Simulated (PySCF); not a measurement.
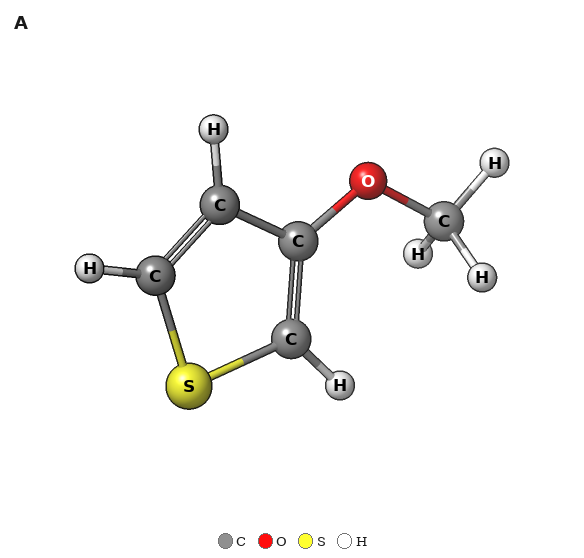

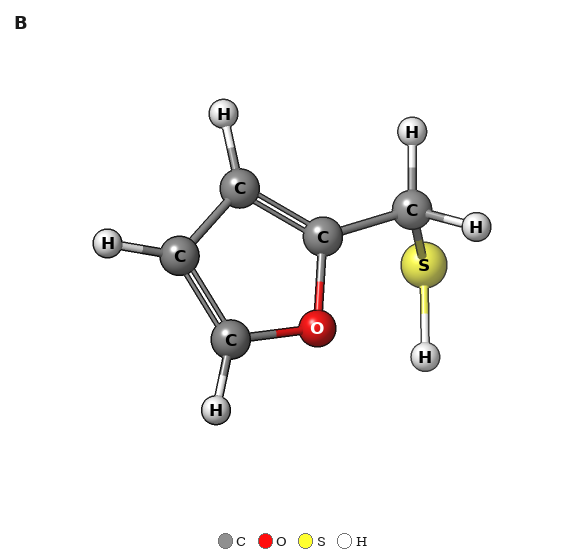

2 stationary structures of one formula. Geometries: PBE0-D3(BJ)/def2-SVP. Electronic energies: PBE0-D3(BJ)/def2-SVP (PySCF 2.14.0), without zero-point energy. No frequency run is at hand to confirm each as a minimum. Each is one conformer, not always the lowest.

Question: How are they related?

Answer: They are constitutional isomers of C5H6OS: A `COc1ccsc1`, B `SCc1ccco1`.

Question: Rank them by energy, lowest first.

Answer: B is lowest; A lies 0.131 eV above it.
